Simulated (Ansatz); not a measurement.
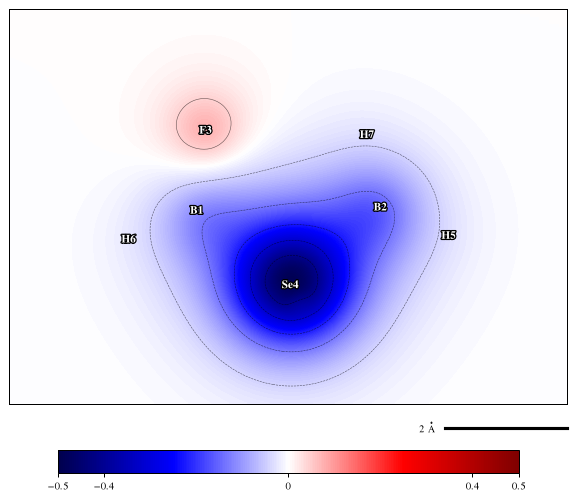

Figure 1: B₂FH₃Se (SMILES B[Se]BF). The HOMO on a plane 0.8 Å above the molecular plane (values in Å⁻³ᐟ²; the overall sign is arbitrary).

Geometry: PBE0-D3(BJ)/def2-SVP.

Level of theory: isolated molecule in a Gaussian basis; Kohn-Sham density functional theory, functional PBE0 (Ansatz 0.2.0).

```xyz
7

B     0.5266   -0.0514   -1.5446
B     0.0400    0.9657    1.2282
F     0.9013    1.1914   -1.7489
Se   -0.1036   -0.6610    0.2099
H    -0.2877    0.9024    2.3846
H     0.5698   -0.8404   -2.4567
H     0.4381    1.9763    0.7140
```

Where does this orbital lie, and at what energy?

Answer. It lies mainly on Se4 (about 75 %), B2 (about 10 %) and B1 (about 10 %); it changes sign across the molecular plane (π type). Its energy is −8.27 eV.
